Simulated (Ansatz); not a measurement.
## Electronic structure of CH$_{4}$Ga$_{2}$ (SMILES [CH2]1[GaH][GaH]1) in real space

```yaml
atoms:
  - { symbol: C, position_ang: [-0.5471, -0.1785, -0.5995] }
  - { symbol: Ga, position_ang: [0.2897, 1.1513, 0.7629] }
  - { symbol: Ga, position_ang: [0.8738, -1.1194, 0.3333] }
  - { symbol: H, position_ang: [-0.8526, -0.2404, -1.6441] }
  - { symbol: H, position_ang: [-1.4618, -0.1038, 0.0240] }
  - { symbol: H, position_ang: [-0.2012, 2.6188, 1.0525] }
  - { symbol: H, position_ang: [1.9605, -2.1959, 0.0253] }
```

Geometry: PBE0-D4/def2-TZVP.

Theory: RKS PBE0-D4/def2-TZVPP in Ansatz.

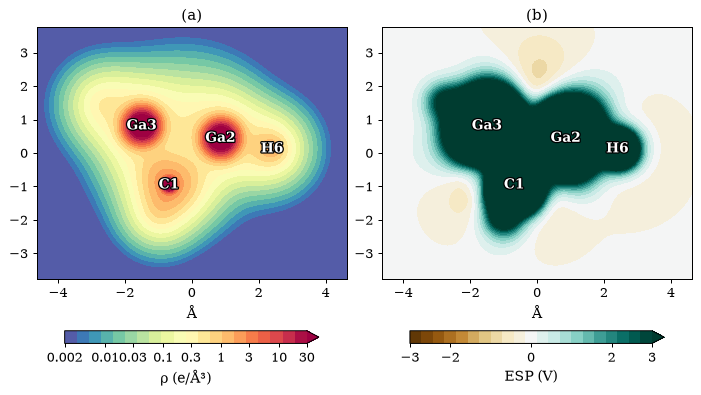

Figure 1. (a) electron density; (b) molecular electrostatic potential on the plane of atoms Ga2, C1 and Ga3.

### What do the fields say about this system?

The plane passes through C, Ga and H nuclei.
C–Ga (1.94 Å): the density is about 0.79 e/Å³ at the midpoint.
Ga–Ga (2.38 Å): the density is about 0.43 e/Å³ at the midpoint.
C–Ga (2.08 Å): ρ at the midpoint is about 0.59 e/Å³.
Ga–H (1.57 Å): ρ is about 0.98 e/Å³ halfway.
Outside the dense part of the molecule the potential is most negative (−0.8 V) near H7, which lies off the plane.

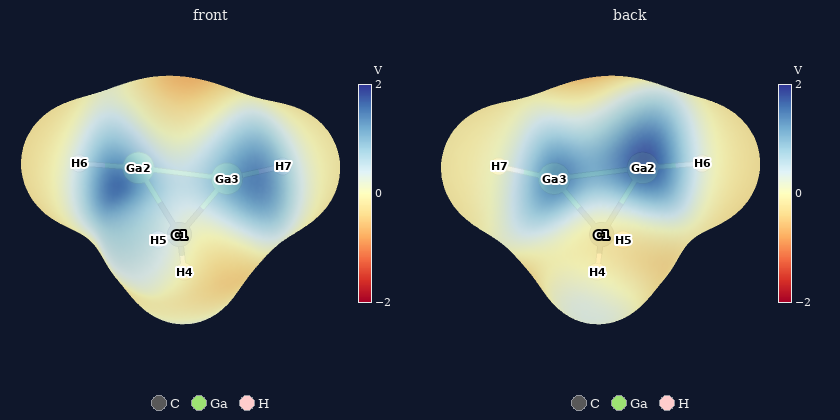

Figure 2. The molecular electrostatic potential painted on the density surface at 0.001 e/bohr³, seen from the front and from behind; the colour scale runs from red (negative) to blue (positive).

### Describe the electrostatic potential map.

The most negative region (about −0.6 V) lies over H6, the most positive (about +1.7 V) over Ga2.

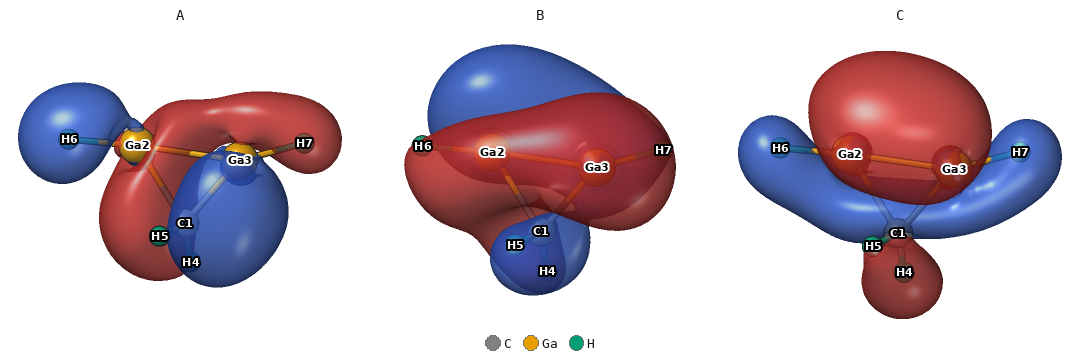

Figure 3. Three frontier orbitals at ±0.06 Å⁻³ᐟ² (blue and red are the two phases), in no order.

### Which picture is the HOMO−1, the HOMO and the LUMO?

A is the HOMO−1 (−6.81 eV). Its weight (Hirshfeld) is mainly on C1 (about 45 %), Ga3 (about 20 %), Ga2 (about 15 %) and H6 (about 10 %). C is the HOMO (−5.76 eV). By Hirshfeld shares it lies mainly on Ga2 (about 40 %), Ga3 (about 30 %) and C1 (about 15 %). B is the LUMO (−2.18 eV). It lies mainly on Ga2 (about 45 %), Ga3 (about 40 %) and C1 (about 10 %); π-bonding across Ga2–Ga3.

### What is the HOMO–LUMO gap?

3.58 eV between the orbital energies.
